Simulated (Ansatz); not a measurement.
# Ta2CF2 monolayer: following an unstable mode, part 2 of 3

Aim: this structure of Ta2CF2 monolayer is to be tested for unstable modes, and one is followed downhill.

Ansatz 0.2.0; DFT PBE, scalar-relativistic, plane waves, PAW; PAW set soft_1.

So far, highest frequency on the path or at a solved wavevector (cm⁻¹): step 2 (the dispersion) 763. Also lowest frequency on the path (cm⁻¹): step 2 -63.1.

## (5) Energy along the mode, all amplitudes (two of the runs are shown above)

An imaginary frequency means negative curvature, so the energy should fall and then rise again as anharmonic terms take over.

Numbers from this step:

```
depth at the lowest point sampled  : 0.8 meV/atom
largest atomic shift at that point : 0.14 Å
```

Table of energy from the parent by largest atomic shift:

| largest atomic shift (Å) | energy from the parent (meV/atom) |
| --- | --- |
| 0.0000 | 0 |
| 0.0400 | -0.237 |
| 0.0800 | -0.733 |
| 0.1400 | -0.8 |
| 0.2200 | 5.27 |

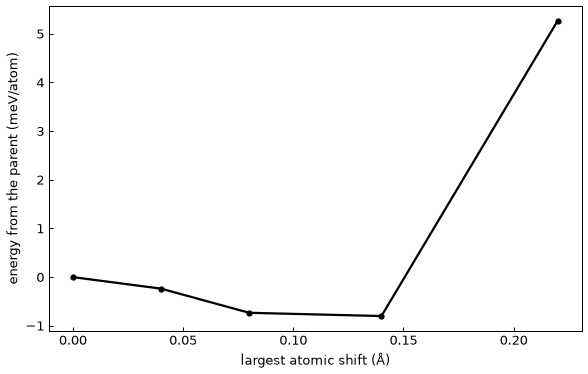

Energy from the parent against largest atomic shift.

Displacement at unit largest shift by atom:

| atom | x (Å) | y (Å) | z (Å) | size |
| --- | --- | --- | --- | --- |
| C1 | 0.00 | -0.18 | -0.98 | 1.00 |
| C2 | 0.00 | 0.18 | 0.98 | 1.00 |
| Ta3 | 0.00 | 0.55 | -0.10 | 0.56 |
| Ta4 | 0.00 | -0.55 | 0.10 | 0.56 |
| Ta5 | 0.00 | -0.55 | 0.10 | 0.56 |
| Ta6 | 0.00 | 0.55 | -0.10 | 0.56 |
| F7 | 0.00 | 0.03 | -0.49 | 0.49 |
| F8 | 0.00 | -0.03 | 0.49 | 0.49 |
| F9 | 0.00 | -0.03 | 0.49 | 0.49 |
| F10 | 0.00 | 0.03 | -0.49 | 0.49 |

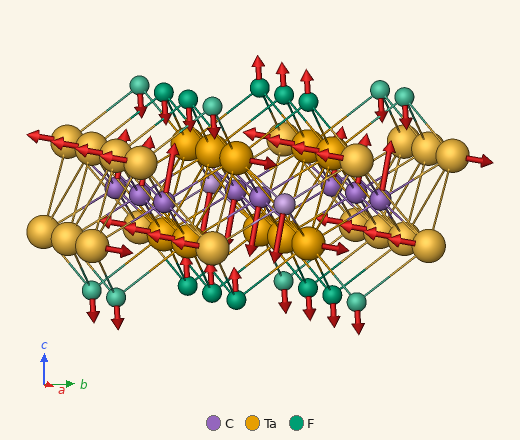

Displacement at unit largest shift as arrows, the longest 1.00 Å. 2×1×1 cells are drawn. Some periodic images of atoms are drawn too.

The lowest of the steps tried is at 0.14 Å, 0.8 meV/atom below the parent; the bottom of the well need not coincide with a step.

## (6) Relaxation from the frozen mode

Starting from the lowest point found, all atoms and the cell are let go, so that strain and other modes of the same symmetry can join in.

The input, input.yaml:

```yaml
crystal:
  lattice:
    - [3.2057835833, 0.0, 0.0]
    - [0.0, 5.5525800443, 0.0]
    - [0.0, 0.0, 33.2]
  atoms:
    - { symbol: C, position: [0.5, 0.4954697166, 0.2970565784] }
    - { symbol: C, position: [0.0, 0.0045302834, 0.3053530601] }
    - { symbol: Ta, position: [0.0, 0.3471544142, 0.3335673471] }
    - { symbol: Ta, position: [0.5, 0.8195122525, 0.3344196904] }
    - { symbol: Ta, position: [0.5, 0.1528455858, 0.2688422914] }
    - { symbol: Ta, position: [1.0, 0.6804877475, 0.2679899481] }
    - { symbol: F, position: [0.5, 0.1675296218, 0.3741199987] }
    - { symbol: F, position: [1.0, 0.6658037115, 0.3782444239] }
    - { symbol: F, position: [0.0, 0.3324703782, 0.2282896398] }
    - { symbol: F, position: [0.5, 0.8341962885, 0.2241652146] }
  periodic: [true, true, false]
kpoints:
  mp_grid: { grid: [12, 6, 1] }
hamiltonian:
  xc: pbe
  pseudopotentials: { kind: paw, azcp: { folder: soft_1 } }
scf:
  occupations: { method: methfessel_paxton, width: 0.2 }
output:
  forces: true
  stress: true
  eigenvalues: true
  write_density: true
  write_potential: true
  elf: true
  volumetric_format: npy
relax:
  adjacent_minimum: "off"
  f_tol: 0.002
  max_steps: 120
  cell: { stress_2d_tol: 0.005 }
```

Command:

```sh
$ ansatz run input.yaml --threads 4 --pin off --max-ram 16384MiB --backend cpu --events-out ev --progress --plain --runs-dir out
```

Numbers of over 12 decimals in the logs are rounded to 6 here.

Output:

```text
[...]
Crystal: 10 atoms, lattice volume = 590.972 Å³
Basis set: ecut = 420 eV, 11619 PW (Γ), exchange–correlation on 48×80×450 points (8 copies of the dense FFT grid, shifted against one another)
Bands: 54, of which v1, the nominal top of the filled ones, is band 44 counted from 1 (43 counted from 0)
Symmetry: 4 space group operations
[...]
k-points: 28 of 72
[...]
SCF iter   1: F=—  HF=-43481.901145 eV  |F-HF|=—  |Δ(HF+E_count)|=         —  Δρ=5.76e-2  dr2=3.36e1  ethr=3.10e-3  ⟨swp⟩=10.7  Hψ=9827  notcnv=0
[...]
SCF iter  11: F=-43472.873524 eV  HF=-43472.873524 eV  |F-HF|=6.90e-9  |Δ(HF+E_count)|=   7.01e-8  S|Δr|=    0.00e0  Δρ=3.79e-7  dr2=6.05e-10  ethr=6.28e-12  ⟨swp⟩=12.3  Hψ=14434  notcnv=0
SCF 1 converged in 11 iterations: F = -43472.873524 eV  dr2 = 6.05e-10
[...]
relax step   1: F+E_penalty+E_count = -43472.87352410 eV  Δ(F+E_penalty+E_count) = +0.000e0 eV  max|allowed force component| = 4.490e-1 eV/Å  Δτ_max = 0.0000 Å  P = -0.751 N/m  Ω = 590.972 Å³  fix = [c, alpha, beta]  reactions: c +0.000 N/m; alpha +0.000 N/m/rad  (11 SCF iters, dr2 threshold 1.00e-7 eV, accepted)
Crystal: 10 atoms, lattice volume = 579.073 Å³
Basis set: ecut = 420 eV, 11363 PW (Γ), exchange–correlation on 48×80×450 points (8 copies of the dense FFT grid, shifted against one another)
[...]
iter 1 solved again at ethr=5.56e-5 eV; its pass at ethr=3.10e-3 eV (dr2=4.89e-2 eV) is discarded
[...]
SCF iter   6: F=-43472.873691 eV  HF=-43472.873689 eV  |F-HF|=1.28e-6  |Δ(HF+E_count)|=   2.40e-6  S|Δr|=    0.00e0  Δρ=1.07e-5  dr2=3.80e-7  ethr=1.14e-9  ⟨swp⟩=29.0  Hψ=21819  notcnv=0
SCF 2 converged in 6 iterations: F = -43472.873691 eV  dr2 = 3.80e-7
relax step   2: F+E_penalty+E_count = -43472.87369076 eV  Δ(F+E_penalty+E_count) = -1.667e-4 eV  max|allowed force component| = 6.153e-1 eV/Å  Δτ_max = 0.0585 Å  P = -0.291 N/m  Ω = 579.073 Å³  energy of the carried Pulay correction = +4.593e-3 eV  fix = [c, alpha, beta]  (6 SCF iters, dr2 threshold 1.00e-6 eV, rejected (line search))
Crystal: 10 atoms, lattice volume = 584.426 Å³
Basis set: ecut = 420 eV, 11503 PW (Γ), exchange–correlation on 48×80×450 points (8 copies of the dense FFT grid, shifted against one another)
[...]
SCF iter  11: F=-43472.898533 eV  HF=-43472.898533 eV  |F-HF|=8.73e-11  |Δ(HF+E_count)|=  2.11e-10  S|Δr|=    0.00e0  Δρ=9.64e-9  dr2=3.59e-13  ethr=1.00e-12  ⟨swp⟩=12.1  Hψ=11928  notcnv=0
SCF 3 converged in 11 iterations: F = -43472.898533 eV  dr2 = 3.59e-13
relax step   3: F+E_penalty+E_count = -43472.89853296 eV  Δ(F+E_penalty+E_count) = -2.501e-2 eV  max|allowed force component| = 6.290e-2 eV/Å  Δτ_max = 0.0285 Å  P = -0.329 N/m  Ω = 584.426 Å³  energy of the carried Pulay correction = +2.515e-3 eV  fix = [c, alpha, beta]  reactions: c +0.000 N/m; alpha +0.000 N/m/rad  (11 SCF iters, accepted)
[... from here on, the SCF cycles and remarks between the steps are left out ...]
relax step   4: F+E_penalty+E_count = -43472.90200221 eV  Δ(F+E_penalty+E_count) = -3.469e-3 eV  max|allowed force component| = 1.174e-1 eV/Å  Δτ_max = 0.0126 Å  P = -0.023 N/m  Ω = 581.948 Å³  energy of the carried Pulay correction = +3.475e-3 eV  fix = [c, alpha, beta]  reactions: c +0.000 N/m; alpha +0.000 N/m/rad  (5 SCF iters, dr2 threshold 2.47e-7 eV, accepted)
relax step   5: F+E_penalty+E_count = -43472.90209908 eV  Δ(F+E_penalty+E_count) = -9.687e-5 eV  max|allowed force component| = 2.452e-1 eV/Å  Δτ_max = 0.0486 Å  P = -0.232 N/m  Ω = 580.047 Å³  energy of the carried Pulay correction = +4.213e-3 eV  fix = [c, alpha, beta]  (6 SCF iters, dr2 threshold 8.61e-7 eV, rejected (line search))
relax step   6: F+E_penalty+E_count = -43472.90952324 eV  Δ(F+E_penalty+E_count) = -7.521e-3 eV  max|allowed force component| = 6.497e-2 eV/Å  Δτ_max = 0.0243 Å  P = +0.061 N/m  Ω = 579.277 Å³  energy of the carried Pulay correction = +4.514e-3 eV  fix = [c, alpha, beta]  reactions: c +0.000 N/m; alpha +0.000 N/m/rad  (11 SCF iters, accepted)
relax step   7: F+E_penalty+E_count = -43472.91084464 eV  Δ(F+E_penalty+E_count) = -1.321e-3 eV  max|allowed force component| = 4.354e-2 eV/Å  Δτ_max = 0.0304 Å  P = +0.011 N/m  Ω = 576.279 Å³  energy of the carried Pulay correction = +5.685e-3 eV  fix = [c, alpha, beta]  reactions: c +0.000 N/m; alpha -0.000 N/m/rad  (6 SCF iters, dr2 threshold 2.64e-7 eV, accepted)
relax step   8: F+E_penalty+E_count = -43472.91188389 eV  Δ(F+E_penalty+E_count) = -1.039e-3 eV  max|allowed force component| = 4.953e-3 eV/Å  Δτ_max = 0.0133 Å  P = +0.021 N/m  Ω = 577.503 Å³  energy of the carried Pulay correction = +5.206e-3 eV  fix = [c, alpha, beta]  reactions: c -0.000 N/m; alpha -0.000 N/m/rad  (6 SCF iters, dr2 threshold 1.18e-7 eV, accepted)
relax step   9: F+E_penalty+E_count = -43472.91180815 eV  Δ(F+E_penalty+E_count) = +7.574e-5 eV  max|allowed force component| = 2.499e-3 eV/Å  Δτ_max = 0.0009 Å  P = -0.017 N/m  Ω = 577.719 Å³  energy of the carried Pulay correction = +5.122e-3 eV  fix = [c, alpha, beta]  reactions: c +0.000 N/m; alpha -0.000 N/m/rad  (5 SCF iters, dr2 threshold 1.53e-9 eV, accepted)
relax step  10: F+E_penalty+E_count = -43472.91182401 eV  Δ(F+E_penalty+E_count) = -1.586e-5 eV  max|allowed force component| = 1.049e-2 eV/Å  Δτ_max = 0.0027 Å  P = +0.005 N/m  Ω = 577.649 Å³  energy of the carried Pulay correction = +5.149e-3 eV  fix = [c, alpha, beta]  (6 SCF iters, dr2 threshold 1.36e-9 eV, rejected (line search))
relax step  11: F+E_penalty+E_count = -43472.91185133 eV  Δ(F+E_penalty+E_count) = -4.318e-5 eV  max|allowed force component| = 7.244e-3 eV/Å  Δτ_max = 0.0012 Å  P = -0.010 N/m  Ω = 577.615 Å³  energy of the carried Pulay correction = +5.162e-3 eV  fix = [c, alpha, beta]  reactions: c +0.000 N/m; alpha -0.000 N/m/rad  (9 SCF iters, accepted)
relax step  12: F+E_penalty+E_count = -43472.91184924 eV  Δ(F+E_penalty+E_count) = +2.095e-6 eV  max|allowed force component| = 8.094e-4 eV/Å  Δτ_max = 0.0004 Å  P = -0.001 N/m  Ω = 577.629 Å³  energy of the carried Pulay correction = +5.157e-3 eV  fix = [c, alpha, beta]  reactions: c -0.000 N/m; alpha -0.000 N/m/rad  (5 SCF iters, dr2 threshold 3.28e-9 eV, accepted)
relax step  13: F+E_penalty+E_count = -43472.90749599 eV  Δ(F+E_penalty+E_count) = +4.353e-3 eV  max|allowed force component| = 8.403e-4 eV/Å  Δτ_max = 0.0000 Å  P = -0.064 N/m  Ω = 577.629 Å³  fix = [c, alpha, beta]  reactions: c +0.000 N/m; alpha -0.000 N/m/rad  stress off target by 6.44e-2 N/m on what of the cell is left free  SCF on the basis re-selected at this cell (its energy is not comparable with the rows above)  (8 SCF iters)
relax step  14: F+E_penalty+E_count = -43472.90767464 eV  Δ(F+E_penalty+E_count) = -1.786e-4 eV  max|allowed force component| = 1.038e-2 eV/Å  Δτ_max = 0.0013 Å  P = +0.020 N/m  Ω = 577.193 Å³  energy of the carried Pulay correction = +1.700e-4 eV  fix = [c, alpha, beta]  reactions: c -0.000 N/m; alpha +0.000 N/m/rad  (5 SCF iters, dr2 threshold 4.54e-9 eV, accepted)
relax step  15: F+E_penalty+E_count = -43472.90772265 eV  Δ(F+E_penalty+E_count) = -4.801e-5 eV  max|allowed force component| = 5.236e-3 eV/Å  Δτ_max = 0.0016 Å  P = +0.005 N/m  Ω = 577.103 Å³  energy of the carried Pulay correction = +2.049e-4 eV  fix = [c, alpha, beta]  reactions: c +0.000 N/m; alpha +0.000 N/m/rad  (5 SCF iters, dr2 threshold 6.74e-9 eV, accepted)
relax step  16: F+E_penalty+E_count = -43472.90768731 eV  Δ(F+E_penalty+E_count) = +3.534e-5 eV  max|allowed force component| = 8.535e-4 eV/Å  Δτ_max = 0.0008 Å  P = -0.002 N/m  Ω = 577.205 Å³  energy of the carried Pulay correction = +1.654e-4 eV  fix = [c, alpha, beta]  reactions: c -0.000 N/m; alpha -0.000 N/m/rad  (5 SCF iters, dr2 threshold 1.71e-9 eV, accepted)
[...]
SCF iter   1: F=—  HF=-43472.907758 eV  |F-HF|=—  |Δ(HF+E_count)|=         —  Δρ=2.59e-6  dr2=7.57e-9  ethr=7.98e-8  ⟨swp⟩=9.5  Hψ=18939  notcnv=0
eigensolver tolerance schedule: the retry pair's looser diagonalisation over-reported the residual by 9281.77 of it (diagonalisation noise at 0.31 of the residual, at the tolerance the schedule requests for it); recorded, not acted on — ethr = c·dr2/N_el stays at c = 1.0e-1
SCF iter   2: F=—  HF=-43472.907535 eV  |F-HF|=—  |Δ(HF+E_count)|=   2.23e-4  S|Δr|=    0.00e0  Δρ=2.41e-6  dr2=1.74e-8  ethr=8.60e-12  ⟨swp⟩=7.1  Hψ=7543  notcnv=0
[...]
SCF iter   7: F=-43472.907535 eV  HF=-43472.907535 eV  |F-HF|=1.82e-10  |Δ(HF+E_count)|=  9.46e-11  S|Δr|=    0.00e0  Δρ=3.90e-9  dr2=5.12e-14  ethr=1.00e-12  ⟨swp⟩=13.8  Hψ=9674  notcnv=0
SCF 17 converged in 7 iterations: F = -43472.907535 eV  dr2 = 5.12e-14
relax step  17: F+E_penalty+E_count = -43472.90753519 eV  Δ(F+E_penalty+E_count) = +1.521e-4 eV  max|allowed force component| = 8.564e-4 eV/Å  Δτ_max = 0.0000 Å  P = -0.004 N/m  Ω = 577.205 Å³  fix = [c, alpha, beta]  reactions: c +0.000 N/m; alpha -0.000 N/m/rad  stress off target by 3.79e-3 N/m on what of the cell is left free  SCF on the basis re-selected at this cell (its energy is not comparable with the rows above)  (7 SCF iters)
[...]
SCF converged after 7 iterations
[...]
Free energy (F): -43472.907535 eV
[...]
Internal energy: -43472.904089 eV  (E = F + TS)
E sigma→0 (E₀):  -43472.906674 eV
Entropy (-TS):   -0.003446 eV (-0.345 meV/atom)
Fermi energy:    -4.040945 eV
[...]
--- Forces (eV/Å), atoms counted from 1 ---
  atom   1  C      0.00000000     0.00085639     0.00083176
  atom   2  C      0.00000000    -0.00085639    -0.00083176
  atom   3  Ta     0.00000000     0.00067090    -0.00003291
  atom   4  Ta     0.00000000    -0.00068895    -0.00065279
  atom   5  Ta     0.00000000    -0.00067090     0.00003291
  atom   6  Ta     0.00000000     0.00068895     0.00065279
  atom   7  F      0.00000000    -0.00011125    -0.00027846
  atom   8  F      0.00000000     0.00009165     0.00008652
  atom   9  F      0.00000000     0.00011125     0.00027846
  atom  10  F      0.00000000    -0.00009165    -0.00008652
  max |Σ_I F_I| component: 1.36e-20 eV/Å
--- 2D stress c σ (N/m, compression-positive) ---
       -0.003790       0.000000       0.000000
        0.000000      -0.003488       0.000000
        0.000000       0.000000      -0.000000
  P = ½ c Tr σ = -0.0036 N/m
--- Band table (eV; the first three rows and the last of 28) ---
  k-point 0: bands = [... 40 lower, -7.8754, -5.4837, -5.3361, -4.8107, -3.3284, -2.9106, -2.7714, -2.6260, ... 6 higher]
  k-point 1: bands = [... 40 lower, -7.8049, -5.6249, -5.3523, -4.7916, -3.5022, -3.0069, -2.8386, -2.8051, ... 6 higher]
  k-point 2: bands = [... 40 lower, -7.5775, -6.1718, -4.9648, -4.7366, -4.1410, -3.4903, -3.0170, -2.8039, ... 6 higher]
  k-point 27: bands = [... 40 lower, -7.7324, -7.7324, -2.8910, -2.8910, -2.1407, -2.1407, -1.9792, -1.9792, ... 6 higher]
  ° read free of the cell's end (the report's vacuum.weakly_bound_levels)
--- Relaxed structure (15 steps of the walk, 12 accepted, 2 SCFs on fresh bases) ---
  F+E_penalty+E_count = -43472.90753519 eV   max|allowed force component| = 8.564e-4 eV/Å   (the final SCF, on the basis selected at the relaxed cell)
  cell:  # Å, volume = 577.2046 Å³
    - [3.164910, 0.0, 0.0]
    - [0.0, 5.493263, 0]
    - [0.0, 0, 33.2]
  atoms:
    - { symbol: C, position: [0.5, 0.495094, 0.295721] }
    - { symbol: C, position: [0, 0.00490634, 0.306688] }
    - { symbol: Ta, position: [0, 0.354174, 0.334307] }
    - { symbol: Ta, position: [0.5, 0.813332, 0.335873] }
    - { symbol: Ta, position: [0.5, 0.145826, 0.268102] }
    - { symbol: Ta, position: [1.0, 0.686668, 0.266537] }
    - { symbol: F, position: [0.5, 0.171738, 0.374572] }
    - { symbol: F, position: [1.0, 0.668719, 0.380630] }
    - { symbol: F, position: [0, 0.328262, 0.227838] }
    - { symbol: F, position: [0.5, 0.831281, 0.221780] }
```

Run time: 7.2 min. Hardware: 4 threads of Arm Neoverse V1, shared host; peak memory 1.6 GiB.

[end of part 2 of 3]

[Logs are printed without paths, hosts, clocks, repeated set-up lines and the standing remarks that a program may print on its own settings, such as how far it seeks lower states.]

[Hosts, paths, dates, database ids (printed as entryN), source tags and the programs' standing remarks are cut or masked in the printed files.]
